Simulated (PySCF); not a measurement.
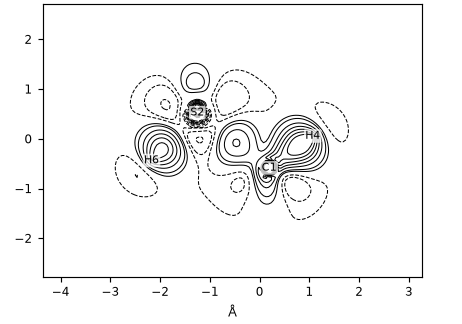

CH4N2S, SMILES `CS.N#N`. Deformation density (molecule less spherical, spin-averaged free atoms) in the plane of C1, S2, H4 and H6; contours at ±0.05 to ±0.8 e/Å³; solid lines: gain, dashed lines: loss.

Computed with PySCF, HF/def2-SVPD, geometry: GFN2-xTB. The pair's geometry is semi-empirical, so its contact may be too short or too long. GFN2-xTB bond lengths at metals and heavier atoms can be off by up to 0.1 Å and shapes distorted, which carries into these values.

Describe the bonding that the map shows.

C1–H4: +0.72 e/Å³ at the bond critical point (bond length 1.08 Å). C1–S2: +0.31 e/Å³ at the bond critical point (bond length 1.82 Å). S2–H6: +0.15 e/Å³ at the bond critical point (bond length 1.33 Å). In all, 1.9 electrons gather in the regions of gain relative to the promolecule.

Run time: 1.9 s on 1 thread of Arm Neoverse V1 (shared host), peak memory 0.31 GiB.
